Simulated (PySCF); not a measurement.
Vertical excitations of a molecule C3H3ClF2 from TDA-B3LYP/def2-SVPD (PySCF), as energy in eV (oscillator strength): 6.56 (0.001), 7.41 (0.032), 7.48 (0.021), 8.00 (0.005), 8.06 (0.025), 8.31 (0.026), 8.39 (0.013), 8.50 (0.003), 8.61 (0.050), 8.81 (0.006). Lowest triplet (TDA): 5.98 eV. Geometry optimised at PBE0-D3(BJ)/def2-SVP. The values are those of a single conformer.

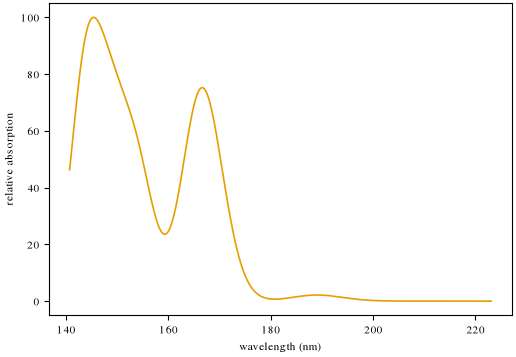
*The lines broadened by 0.4 eV.*

Which molecule gave these data?
A. FC1(F)C[C@H]1Cl
B. F[C@@H]1C[C@@]1(F)Cl
C. FC(F)/C=C/Cl
D. C/C(F)=C(\F)Cl

B, F[C@@H]1C[C@@]1(F)Cl
